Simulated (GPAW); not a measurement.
# Surface energy and work function of Mo(100) from slabs of 4 to 14 layers (PBE)

How do energy and work function of Mo(100) films settle with thickness, and what surface energy follows?

Set-up. GPAW 26.7.0, plane waves at 450 eV with PAW setups; symmetric 1×1 slabs cut at the tabulated lattice constant (two decimals; low-temperature values for the alkali metals), atoms at bulk places, 7.5 Å of vacuum on each side, one in-plane mesh for all thicknesses, Fermi-Dirac smearing of 0.1 eV. Energies are extrapolated to zero smearing and count from the program's reference atoms. Functional PBE. The cell's area is 9.922 Å².

The runs, one held back:

| layers | energy (eV) | work function (eV) |
| --- | --- | --- |
| 4 | −40.6941 | 3.86 |
| 5 | −51.9368 | 3.97 |
| 6 | −63.2781 | 3.92 |
| 7 | −74.4976 | 3.95 |
| 8 | −85.7503 | 3.93 |
| 9 | −97.0061 | 3.93 |
| 10 | −108.2552 | 3.94 |
| 11 | −119.5258 | 3.93 |
| 12 | −130.7568 | 3.93 |
| 14 | ? | ? |

Q: What surface energy do these runs give, and what energy and work function should the 14-layer slab have?

**Working.** A slab of n layers has E(n) = nε + 2Aγ once its middle is bulk-like. A line through n = 6 to 12 has the slope ε = −11.2499 eV a layer and the intercept 2Aγ = 4.2392 eV (r.m.s. residual 11.2 meV). So γ = 4.2392 / (2 × 9.922 Å²) = 0.2136 eV/Å² = 3.42 J/m², with a standard error of about 0.02 J/m² from the scatter about the line. For 14 layers: 4.2392 + 14 × (−11.2499) = −153.260 eV; the run gives −153.274 eV, 14.2 meV under the line. The work function has no such law: from 6 to 12 layers it moves between 3.92 and 3.95 eV (mean 3.93), and the 14-layer slab gives 3.93 eV. The thinnest slab, 4 layers, lies −0.07 eV from that mean. The values go up and down with thickness, as expected where levels confined across the film cross the Fermi level one by one. The measured value for this face is 4.45 eV (“Anisotropic work function of elemental crystals” (2019, arxiv:1902.07811)), for a face that reconstructs.

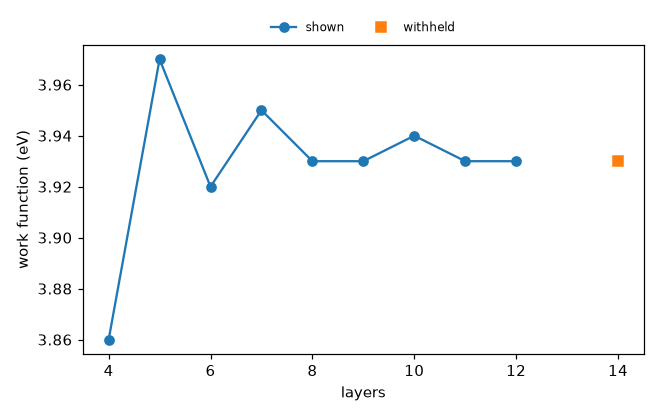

Work function against thickness.

**Limits.** The surfaces are unrelaxed, so γ is an upper bound for this functional and lattice constant. The tabulated lattice constant isn't the functional's own, which strains the slab a little.
